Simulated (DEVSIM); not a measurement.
System: Cr/SiO2/p-InP capacitor, at 300 K.

```tsv
layer (left to right)	material	thickness (nm)	Na (cm⁻³)
1	SiO2	5.60	-
2	InP	7200	7.4e15
```

Metal gate on the left, work function 4.5 eV. Fixed charge at the semiconductor interface 0 cm⁻² (in units of +e); no interface traps.

The device is made up for the run: typed textbook-type constants, with dimensions and the other settings drawn at random. Values at 300 K.

```
parameter      SiO2     InP
-------------  ----  ------
gap (eV)          9   1.344
affinity (eV)   0.9    4.38
permittivity    3.9    12.5
Nc (cm⁻³)         -  5.7e17
Nv (cm⁻³)         -  1.1e19
```

DEVSIM, 1D Poisson equation in equilibrium, Boltzmann statistics, complete ionisation; no quantum confinement or tunnelling. Metal contacts follow the ideal Schottky-Mott rule: no Fermi-level pinning, no interface dipoles.

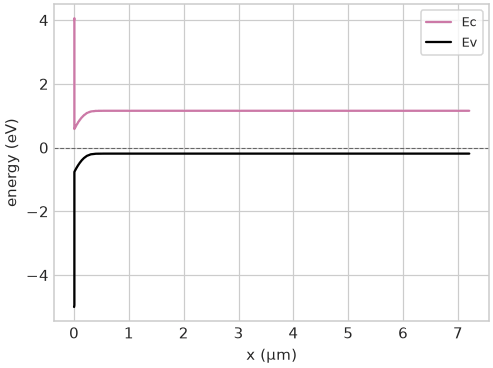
Figure. Band edges at -0.4 V on the gate

Energies count from the Fermi level of the right contact; mesh points crowd at the junctions.

```json
[
 {"x (μm)": "0.000", "Ec (eV)": "4.000", "Ev (eV)": "-5.000", "n (cm⁻³)": "< 1e2", "p (cm⁻³)": "< 1e2", "field (V/cm)": "110000"},
 {"x (μm)": "0.001276", "Ec (eV)": "4.014", "Ev (eV)": "-4.986", "n (cm⁻³)": "< 1e2", "p (cm⁻³)": "< 1e2", "field (V/cm)": "110000"},
 {"x (μm)": "0.003163", "Ec (eV)": "4.035", "Ev (eV)": "-4.965", "n (cm⁻³)": "< 1e2", "p (cm⁻³)": "< 1e2", "field (V/cm)": "110000"},
 {"x (μm)": "0.004887", "Ec (eV)": "4.054", "Ev (eV)": "-4.946", "n (cm⁻³)": "< 1e2", "p (cm⁻³)": "< 1e2", "field (V/cm)": "110000"},
 {"x (μm)": "0.006504", "Ec (eV)": "0.585", "Ev (eV)": "-0.759", "n (cm⁻³)": "8.6e7", "p (cm⁻³)": "1900000", "field (V/cm)": "34000"},
 {"x (μm)": "0.009096", "Ec (eV)": "0.593", "Ev (eV)": "-0.751", "n (cm⁻³)": "6.1e7", "p (cm⁻³)": "2700000", "field (V/cm)": "34000"},
 {"x (μm)": "0.01530", "Ec (eV)": "0.614", "Ev (eV)": "-0.730", "n (cm⁻³)": "2.7e7", "p (cm⁻³)": "6000000", "field (V/cm)": "33000"},
 {"x (μm)": "0.03769", "Ec (eV)": "0.686", "Ev (eV)": "-0.658", "n (cm⁻³)": "1700000", "p (cm⁻³)": "9.7e7", "field (V/cm)": "31000"},
 {"x (μm)": "0.07942", "Ec (eV)": "0.805", "Ev (eV)": "-0.539", "n (cm⁻³)": "17000", "p (cm⁻³)": "9.8e9", "field (V/cm)": "26000"},
 {"x (μm)": "0.1794", "Ec (eV)": "1.015", "Ev (eV)": "-0.329", "n (cm⁻³)": "< 1e2", "p (cm⁻³)": "3.3e13", "field (V/cm)": "16000"},
 {"x (μm)": "0.3991", "Ec (eV)": "1.151", "Ev (eV)": "-0.193", "n (cm⁻³)": "< 1e2", "p (cm⁻³)": "6.4e15", "field (V/cm)": "750"},
 {"x (μm)": "1.212", "Ec (eV)": "1.155", "Ev (eV)": "-0.189", "n (cm⁻³)": "< 1e2", "p (cm⁻³)": "7.4e15", "field (V/cm)": "≈ 0"},
 {"x (μm)": "2.822", "Ec (eV)": "1.155", "Ev (eV)": "-0.189", "n (cm⁻³)": "< 1e2", "p (cm⁻³)": "7.4e15", "field (V/cm)": "≈ 0"},
 {"x (μm)": "5.183", "Ec (eV)": "1.155", "Ev (eV)": "-0.189", "n (cm⁻³)": "< 1e2", "p (cm⁻³)": "7.4e15", "field (V/cm)": "≈ 0"},
 {"x (μm)": "6.522", "Ec (eV)": "1.155", "Ev (eV)": "-0.189", "n (cm⁻³)": "< 1e2", "p (cm⁻³)": "7.4e15", "field (V/cm)": "≈ 0"},
 {"x (μm)": "6.913", "Ec (eV)": "1.155", "Ev (eV)": "-0.189", "n (cm⁻³)": "< 1e2", "p (cm⁻³)": "7.4e15", "field (V/cm)": "≈ 0"},
 {"x (μm)": "7.081", "Ec (eV)": "1.155", "Ev (eV)": "-0.189", "n (cm⁻³)": "< 1e2", "p (cm⁻³)": "7.4e15", "field (V/cm)": "≈ 0"},
 {"x (μm)": "7.151", "Ec (eV)": "1.155", "Ev (eV)": "-0.189", "n (cm⁻³)": "< 1e2", "p (cm⁻³)": "7.4e15", "field (V/cm)": "≈ 0"},
 {"x (μm)": "7.189", "Ec (eV)": "1.155", "Ev (eV)": "-0.189", "n (cm⁻³)": "< 1e2", "p (cm⁻³)": "7.4e15", "field (V/cm)": "≈ 0"},
 {"x (μm)": "7.199", "Ec (eV)": "1.155", "Ev (eV)": "-0.189", "n (cm⁻³)": "< 1e2", "p (cm⁻³)": "7.4e15", "field (V/cm)": "≈ 0"},
 {"x (μm)": "7.203", "Ec (eV)": "1.155", "Ev (eV)": "-0.189", "n (cm⁻³)": "< 1e2", "p (cm⁻³)": "7.4e15", "field (V/cm)": "≈ 0"},
 {"x (μm)": "7.206", "Ec (eV)": "1.155", "Ev (eV)": "-0.189", "n (cm⁻³)": "< 1e2", "p (cm⁻³)": "7.4e15", "field (V/cm)": "≈ 0"}
]
```
